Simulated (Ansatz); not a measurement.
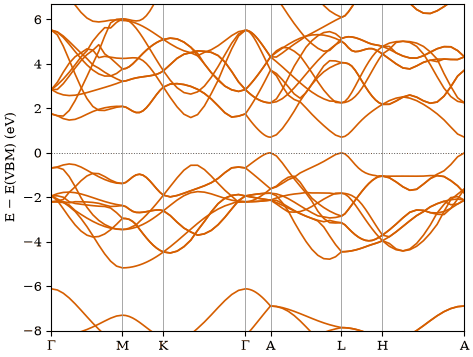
Figure: Band structure from plane-wave PAW r²SCAN (Ansatz code)

Read off the gap and where the band edges lie.

About 0.7 eV (0.70 eV by a search for the band edges); maximum at L, minimum at A.

The material is PbS (rock salt, space group No. 225).

Space group Fm-3m (rock salt). The r²SCAN relaxation kept the symmetry of its start. Scalar-relativistic: spin–orbit coupling is off unless named, which matters more the heavier the elements.

Potentials: the earlier of the program's two PAW sets.
